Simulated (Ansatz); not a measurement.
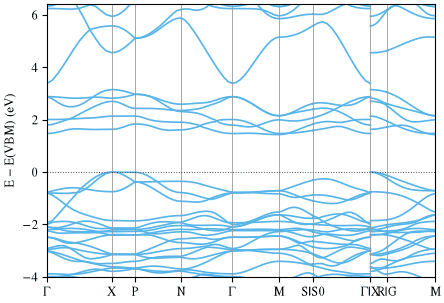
*Band structure from the program Ansatz at the r²SCAN+D4 level (PAW)*

Question: Read off the gap and where the band edges lie.

Answer: About 1.4 eV (1.42 eV by a search for the band edges); maximum at X, minimum at M.

The material is Cu$_{2}$WSe$_{4}$ in space group I-42m (No. 121; Cu on 4c, W on 2a, Se on 8i).

The first step of the workflow began from a Materials Project structure, measured or hypothetical; the Crystallography Open Database copy checked does not list it. Whether it is the stable phase at ambient conditions was not checked. The r²SCAN+D4 relaxation kept the symmetry of its start; its stability against distortions is not shown here. The run is not spin-polarised. Spin–orbit coupling is left out wherever it is not named.

Potentials: the later of the program's two PAW sets.
